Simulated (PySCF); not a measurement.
Ti³⁺: atomic calculation

System: Ti³⁺, configuration 1s2 2s2 2p6 3s2 3p6 3d1, multiplicity 2.
Method: unrestricted PBE, cc-pVDZ, non-relativistic, point nucleus (PySCF).

## Input
```python
from pyscf import gto, scf, dft, mp, cc
import basis_set_exchange as bse
mol = gto.M(atom="Ti 0 0 0", charge=3, spin=1, symmetry="D2h",
            basis=gto.basis.parse(bse.get_basis("cc-pVDZ", elements=["Ti"], fmt="nwchem", header=False)))
mf = dft.UKS(mol, xc="PBE")
mf.irrep_nelec = {'Ag': (3, 3), 'B1g': (1, 0), 'B1u': (2, 2), 'B2u': (2, 2), 'B3u': (2, 2)}
mf.kernel()
```

The script is an equivalent of what the driver set up; the driver started from orbitals of its own, so the log can be shorter than this script's would be, and it computed the properties (radii, ⟨L²⟩, response) afterwards. It held the occupations shell by shell, which the script's counts by irreducible representation don't always enforce.

Launched within a batch (the task file carries these settings):
```bash
OMP_NUM_THREADS=1 python <driver script> TASK.json OUT
```

## Log (extracts)
```
damping factor = 0
level_shift factor = 0
DIIS = <class 'pyscf.scf.diis.CDIIS'>
diis_start_cycle = 1
diis_space = 10
diis_damp = 0
SCF conv_tol = 1e-09
SCF conv_tol_grad = None
number electrons alpha = 10  beta = 9
XC functionals = PBE
    J. P. Perdew, K. Burke, and M. Ernzerhof.,  Phys. Rev. Lett. 77, 3865 (1996)
    J. P. Perdew, K. Burke, and M. Ernzerhof.,  Phys. Rev. Lett. 78, 1396 (1997)
    J. P. Perdew, K. Burke, and M. Ernzerhof.,  Phys. Rev. Lett. 77, 3865 (1996)
    J. P. Perdew, K. Burke, and M. Ernzerhof.,  Phys. Rev. Lett. 78, 1396 (1997)
cycle= 1 E= -847.309599655078  delta_E= -0.00271  |g|= 0.00758  |ddm|= 1.24
cycle= 2 E= -847.30961967829  delta_E= -2e-05  |g|= 0.00102  |ddm|= 0.0169
cycle= 3 E= -847.309620058097  delta_E= -3.8e-07  |g|= 4.94e-05  |ddm|= 0.00207
cycle= 4 E= -847.309620059174  delta_E= -1.08e-09  |g|= 8.03e-06  |ddm|= 0.000244
cycle= 5 E= -847.309620059202  delta_E= -2.73e-11  |g|= 6.8e-08  |ddm|= 3.74e-05
converged SCF energy = -847.309620059202  <S^2> = 0.75036337  2S+1 = 2.0003633
```

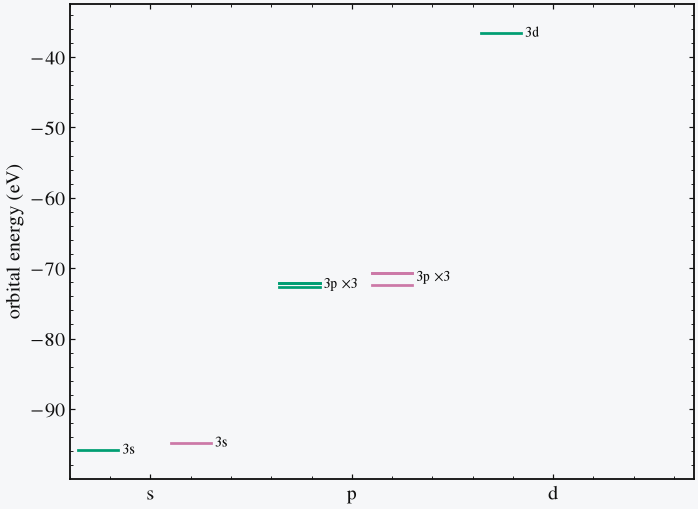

Fig. 1: Orbital energies of the mean field, from the top down to −95.8 eV, by angular momentum, α spin at the left of each column and β at the right; ×n counts the orbitals under one label. The highest filled orbital is 3d α at −36.6 eV, the lowest empty one d α at −36.5 eV.

## Summary

| quantity | value |
| --- | --- |
| outcome | converged |
| total energy | −847.309620 hartree |
| kinetic energy | 845.031402 hartree |
| ⟨S²⟩ | 0.750 |
| ⟨L²⟩ | 6.00 |
| SCF iterations | 5 |
| hardware | 1 thread of Intel Xeon, 54 GiB of memory available, shared host |
